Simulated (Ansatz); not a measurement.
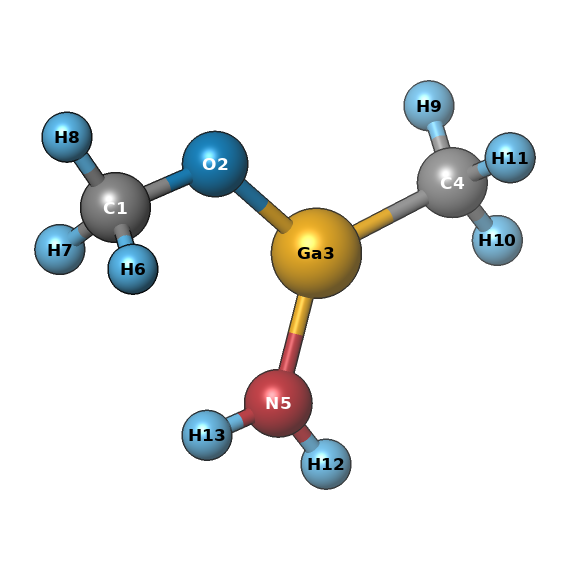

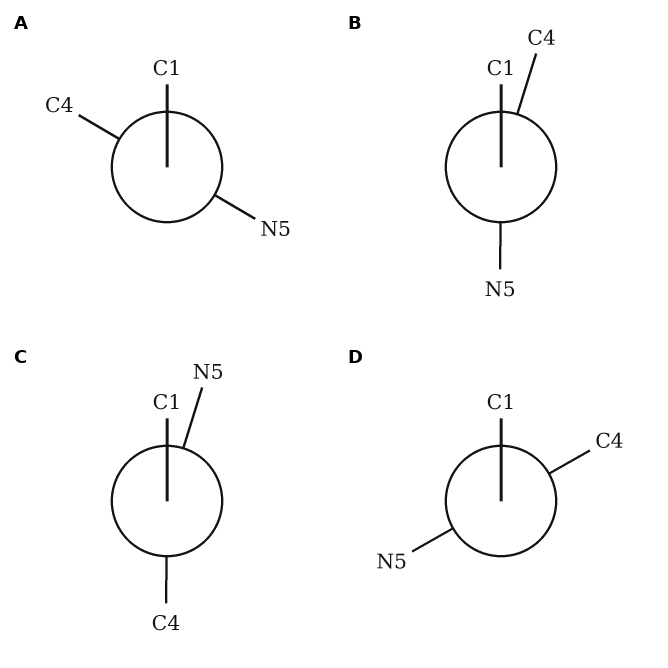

Depth is shown by fading: the farther an atom, the more it takes the colour of the background. Bonds that would overlap in a projection are set slightly apart. Computed geometry: PBE0-D4/def2-TZVP optimisation.

Q: Which Newman projection shows the view along O2–Ga3, with O2 in front?

A: C. The torsion angle C1–O2–Ga3–N5 is 0°, synperiplanar (eclipsed).
